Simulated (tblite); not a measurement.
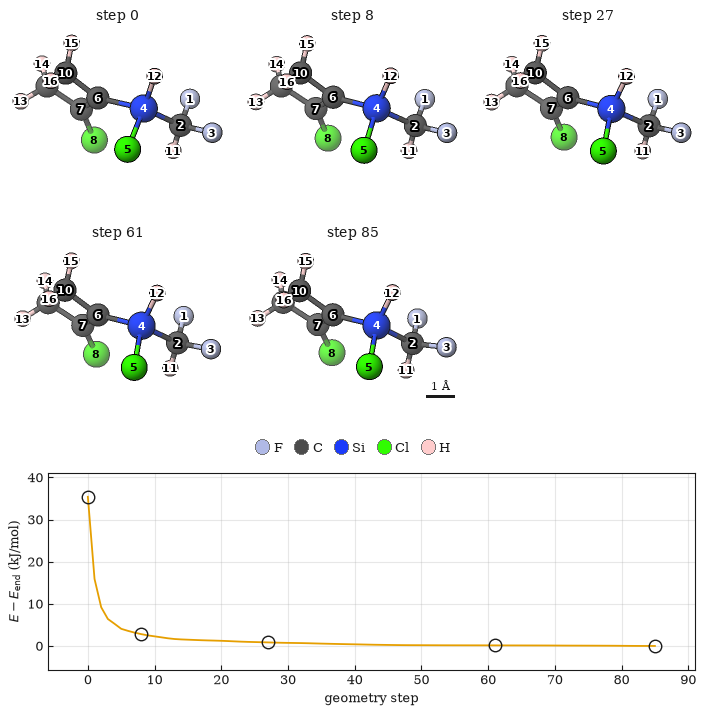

Frames of a relaxation of C$_{5}$H$_{6}$Cl$_{2}$F$_{2}$Si, marked on the history of the run. The picture is a ball-and-stick view, seen from a free direction.

All numbers below come from GFN2-xTB geometry optimisation, gas phase in tblite 0.8.0. 

Describe the path.

The largest move after the best rigid fit is that of an F atom, 0.31 Å. By element the largest moves are F 0.31 Å, Cl 0.29 Å, Si 0.19 Å, H 0.19 Å, C 0.11 Å. Some distances before and after: C–Si 1.834 → 1.944 Å, C–Cl 1.765 → 1.697 Å, Cl–Si 2.075 → 2.011 Å, C–Si 1.893 → 1.866 Å. Among the angles between lasting bonds that change: Cl–Si–C 100.5° → 112.1°, C–Si–C 115.4° → 107.4°, C–Si–H 114.1° → 107.3°. After 85 geometry steps the energy has fallen by 35.4 kJ/mol. From step 0 to 8: the Si atom moves most (0.13 Å), energy −32.6 kJ/mol. From step 8 to 27: a Cl atom moves most (0.17 Å), energy −1.96 kJ/mol. From step 27 to 61: an F atom moves most (0.16 Å), energy −0.71 kJ/mol. From step 61 to 85: F and H atoms move most (0.12 Å), energy −0.14 kJ/mol.

| step | E − E(0), kJ/mol |
| --- | --- |
| 0 | 0.00 |
| 1 | -19.51 |
| 2 | -26.23 |
| 3 | -29.01 |
| 4 | -30.15 |
| 5 | -31.34 |
| 6 | -31.82 |
| 7 | -32.25 |
| 8 | -32.60 |
| 9 | -32.90 |
| 10 | -33.13 |
| 14 | -33.86 |
| 18 | -34.10 |
| 22 | -34.32 |
| 26 | -34.52 |
| 30 | -34.68 |
| 34 | -34.81 |
| 38 | -34.96 |
| 42 | -35.09 |
| 46 | -35.19 |
| 49 | -35.23 |
| 53 | -35.25 |
| 57 | -35.26 |
| 61 | -35.27 |
| 65 | -35.29 |
| 69 | -35.30 |
| 73 | -35.33 |
| 77 | -35.35 |
| 81 | -35.39 |
| 85 | -35.41 |
